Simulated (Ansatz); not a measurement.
A series of calculations on BH$_{3}$OClF

## 1. Relaxation

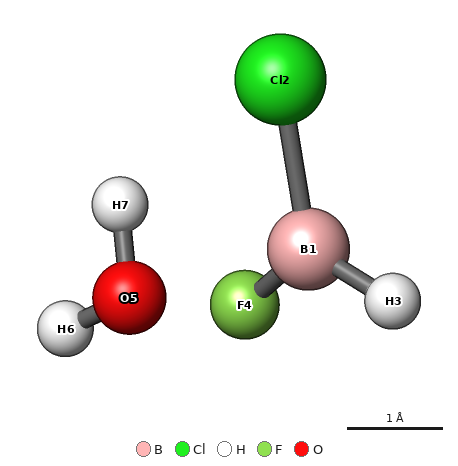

This is the input geometry for a relaxation of BH₃OClF. Style: ball-and-stick. Shown at a tilt.

The run prepares an end point of a later path (reaction) calculation, from a guessed geometry.

All numbers below come from Ansatz, RKS PBE0-D4/def2-SVP.

Input
```yaml
crystal:
  periodic: [false, false, false]
  atoms:
    - { symbol: B, position_ang: [0.045407, 0.333517, 0.069413] }
    - { symbol: Cl, position_ang: [-0.06451, 0.618024, 1.868897] }
    - { symbol: H, position_ang: [1.0956, 0.446674, -0.493549] }
    - { symbol: F, position_ang: [-1.085816, 0.190218, -0.579078] }
    - { symbol: O, position_ang: [0.19449, -2.221695, 0.515789] }
    - { symbol: H, position_ang: [-0.684065, -2.48015, 0.206527] }
    - { symbol: H, position_ang: [0.035793, -1.916188, 1.437701] }
basis:
  gaussian: { orbitals: def2-SVP }
hamiltonian:
  xc: pbe0
  dispersion: d4
relax:
  f_tol: 0.03
  max_steps: 50
```

Run as
```bash
ansatz run input.yaml --threads 1 --pin off --max-ram 2048MiB --backend cpu --events-out ev --progress --plain --runs-dir out
```

What does the optimiser find from here?

Answer. The energy falls by 38.2 kJ/mol in 7 geometry steps. The largest force component goes from 1 to 0.02 eV/Å. O5 moves most after the best rigid fit: 0.48 Å. By element the largest moves are O 0.48 Å, B 0.43 Å, H 0.38 Å, F 0.23 Å, Cl 0.06 Å. Near-neighbour distances that change, for instance: B1–O5 2.598 → 1.691 Å, B1–F4 1.312 → 1.359 Å, B1–Cl2 1.825 → 1.841 Å, O5–H7 0.984 → 0.974 Å. New bonds form, among them: B1–O5 (2.60 → 1.69 Å). Bond angles that change, for instance: Cl2–B1–H3 120.1° → 115.2°, H3–B1–F4 122.3° → 117.6°, H6–O5–H7 103.7° → 106.8°.

The structure at the end:

```xyz
7

B     0.0492   -0.0836    0.1587
Cl   -0.0706    0.5574    1.8800
H     1.0598    0.2100   -0.4299
F    -1.1202   -0.0316   -0.5327
O     0.1702   -1.7446    0.4532
H    -0.6406   -2.1235    0.0754
H     0.0891   -1.8137    1.4212
```

After the run, drawn alike:

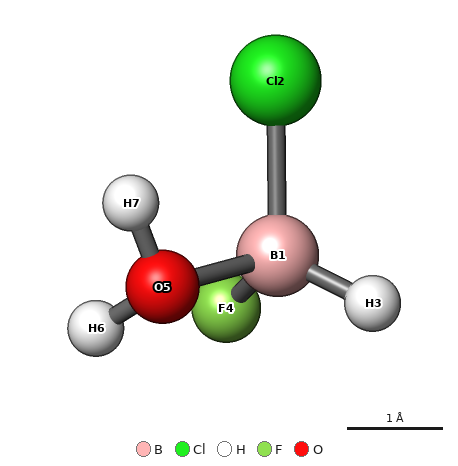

Limits of the set-up: the start holds two separate molecules, 2.6 Å apart at their closest, whose relative position is a soft coordinate.

## 2. Relaxation

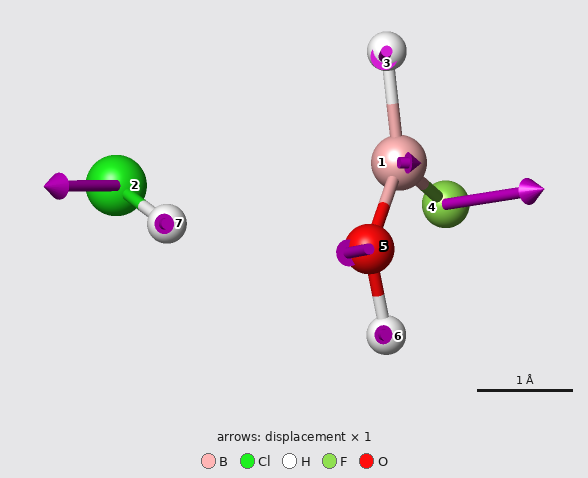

A relaxation of BH$_{3}$OClF. The starting structure is drawn; purple arrows show the displacements, at their true length. The two geometries are superimposed by the best rigid fit.

Style: ball-and-stick. Shown at a tilt.

The run prepares an end point of a later path (reaction) calculation, from a guessed geometry.

Level of theory: RKS PBE0-D4/def2-SVP in Ansatz 0.2.0.

Input
```yaml
crystal:
  periodic: [false, false, false]
  atoms:
    - { symbol: B, position_ang: [0.048536, -0.426467, -0.400978] }
    - { symbol: Cl, position_ang: [-0.138721, 0.078683, 2.615642] }
    - { symbol: H, position_ang: [1.043386, 0.241272, -0.466083] }
    - { symbol: F, position_ang: [-1.131939, 0.063507, -0.746447] }
    - { symbol: O, position_ang: [0.142856, -1.747517, -0.016077] }
    - { symbol: H, position_ang: [-0.721183, -2.180447, -0.037244] }
    - { symbol: H, position_ang: [0.293966, -1.058631, 2.076887] }
basis:
  gaussian: { orbitals: def2-SVP }
hamiltonian:
  xc: pbe0
  dispersion: d4
relax:
  f_tol: 0.03
  max_steps: 50
```

Launched with:
```bash
ansatz run input.yaml --threads 1 --pin off --max-ram 2048MiB --backend cpu --events-out ev --progress --plain --runs-dir out
```

> What did the optimiser do to the structure, and how much energy did it gain?

The largest move after the best rigid fit is that of F4, 1.47 Å. By element the largest moves are F 1.47 Å, Cl 1.12 Å, O 0.78 Å, H 0.64 Å, B 0.26 Å. Among the contacts that change: Cl2–H7 1.331 → 1.298 Å, B1–O5 1.379 → 1.352 Å. Bond angles that change, for instance: B1–O5–H6 111.2° → 113.9°. Over 28 accepted moves (35 points after the start) the energy falls by 10.2 kJ/mol. Largest force component: 0.98 eV/Å at the start, 0.016 eV/Å at the end. The line search rejected the trial steps at points 3, 9, 12, 15, 20, 23, 28 of the run. The forces were under the threshold at step 24, but the run went on from there.

Limits of the set-up: the start holds two separate molecules, 2.2 Å apart at their closest, whose relative position is a soft coordinate.

## 3. Path

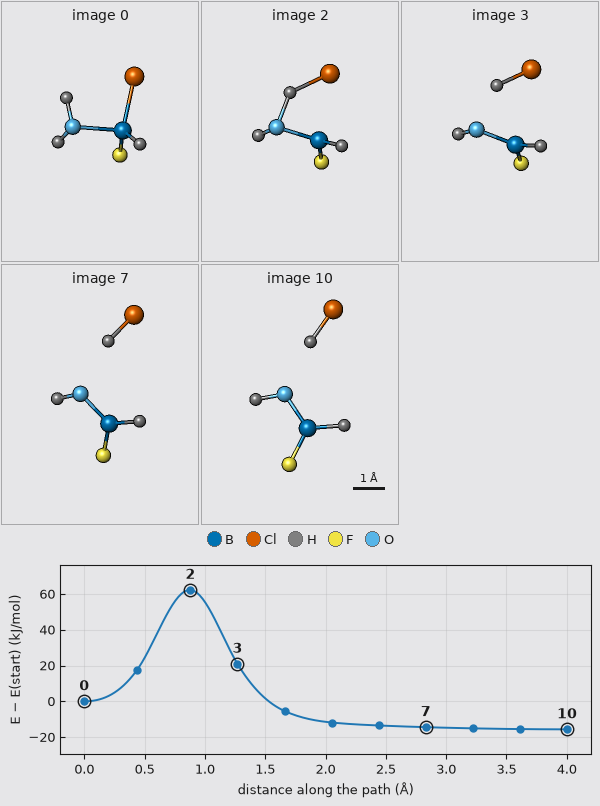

A search for the minimum-energy path of BH3OClF by the nudged elastic band. Images are numbered from 0 (start) to 10 (end). The picture is a ball-and-stick view, seen face on.

Theory: RKS PBE0-D4/def2-SVP (Ansatz). Settings: 9 movable images; climbing image; force threshold 0.05 eV/Å; iteration limit 60; starting path through a guess of the saddle point.

**What happens along the path, and what is the barrier?**

Forward barrier 62.3 kJ/mol, backward barrier 78.0 kJ/mol, with image 2 at the top; the reaction energy is −15.7 kJ/mol. Breaking: B–Cl (1.84 → 3.99 Å), H–O (0.97 → 1.91 Å). Forming: Cl–H (2.42 → 1.30 Å). The band converged in 15 iterations. The largest component of the band force went from 9 to 0.048 eV/Å. The climbing image converged on the top of the path. Its vibrational analysis gives one imaginary mode (977i cm⁻¹), as a transition state must have.

Cost: 4.8 min on 1 thread of AMD EPYC 7R43 64-Core Processor (Zen 3), on a shared host, peak memory 0.18 GiB.
